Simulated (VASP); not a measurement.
Band structure of BeZn3Te4 (ordered alloy cell). Method: PBEsol GGA, VASP's PBE PAW potentials (set 64) (plane waves; VASP).

Unless said otherwise, spin-orbit coupling is left out, though it shifts the bands of the heavy elements here.

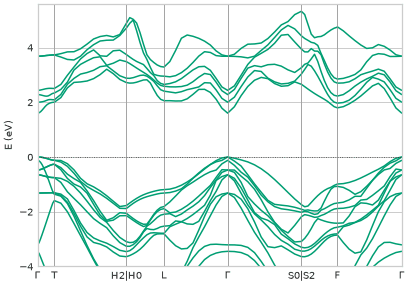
Bands along high-symmetry lines, zero at the valence-band maximum or, without a gap, the Fermi level

Read the plot: is there a gap, and where are the band edges?

The gap is direct, 1.60 eV, from the valence maximum at Γ to the conduction minimum at Γ. (Edges off the drawn lines would not show.)

The structure was generated: BeZn3Te4 was put into an ordered model structure (R3m), which need not be its known phase. It was relaxed first.
